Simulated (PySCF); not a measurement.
SMILES F[Si](F)(F)O[SiH2]O[Si](F)(F)F at its PBE0/def2-SVP optimised geometry (Å):

```
13

Si    -2.2594    -1.1886    -2.8378
F     -3.4315    -2.2362    -3.0849
F     -2.3270    -0.0896    -3.9873
F     -0.8642    -1.9533    -2.9538
O     -2.4076    -0.5187    -1.3815
Si    -1.8686     0.2226     0.0000
O     -0.2116     0.2226     0.0000
Si     1.2563    -0.1032    -0.5774
F      2.3422     0.8102     0.1437
F      1.6462    -1.6264    -0.3289
F      1.3161     0.1886    -2.1434
H     -2.3382     1.6264     0.0000
H     -2.3422    -0.5611     1.1625
```

Level of theory: PBE0/def2-TZVP run with PySCF.

Map of the Laplacian of the electron density (e/bohr⁵), clipped to [-1.50, 1.50] on the plane z = 1.2 Å:

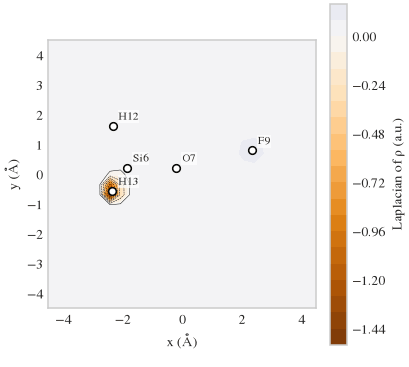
Figure: Laplacian of the electron density (e/bohr⁵), clipped to [-1.50, 1.50] on the plane z = 1.2 Å.
